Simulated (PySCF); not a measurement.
```xyz
11

O     1.9847    0.7458    0.7769
C     1.0412    0.3817    0.1472
C    -0.2419    1.0162   -0.3256
C    -0.8309   -0.2580    0.3207
C     0.4248   -0.9982   -0.1714
H    -0.3498    1.0072   -1.4037
H    -0.5122    1.9917    0.0774
H    -1.7899   -0.6036   -0.0649
H    -0.8745   -0.1895    1.4037
H     0.3940   -1.2078   -1.2330
H     0.7854   -1.8600    0.3862
```

Geometry: GFN2-xTB, coordinate held.

Method: PBE0/pcSseg-1, SCF density, gas phase, non-relativistic in PySCF 2.14.0.

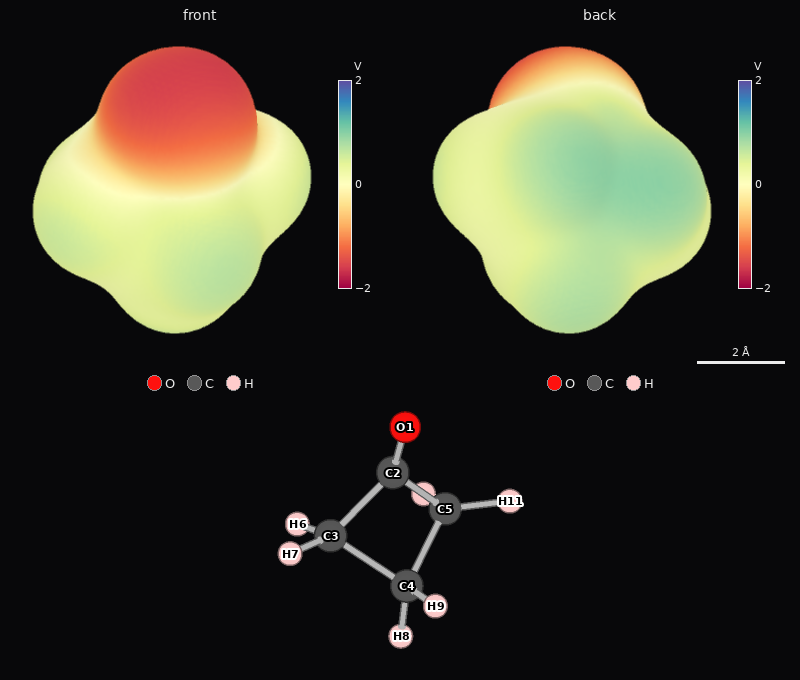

C₄H₆O. The electrostatic potential painted on the density surface at 0.001 e/bohr³, seen from the front and from behind; red is negative and blue positive. The bare structure is drawn below in the same view.

### Describe the electrostatic potential map.

The most negative region (about −1.6 V) lies over O1, the most positive (about +1.0 V) over H6 and H10. O1 is the likeliest acceptor of a hydrogen bond.

### How polar is the molecule by this calculation?

Its dipole moment is 3.11 D.
